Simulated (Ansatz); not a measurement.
The starting structures come from a database of crystals and need not be the phases stable at ambient conditions.

 Where the default PAW files enter, the runs use the earlier of Ansatz's two default sets.

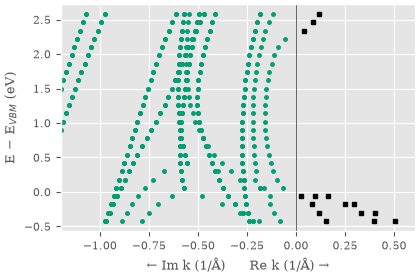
Figure: Complex bands at the centre of the two-dimensional zone; PBEsol (Ansatz, an electronic-structure program)

No gap correction and no spin-orbit coupling; mid-gap values are interpolated between computed energies.

### Question
This is MgTe (P6_3mc, wurtzite, not sure to be the ambient phase, 4 atoms a cell, 33.9 Å³ an atom) along the normal of (111). Read off the slowest decay at the centre of the two-dimensional zone at 1.14 eV, the computed energy nearest the middle of the gap.

### Answer
κ ≈ 0.16 1/Å, a decay length 1/(2κ) of the density of 3.1 Å.
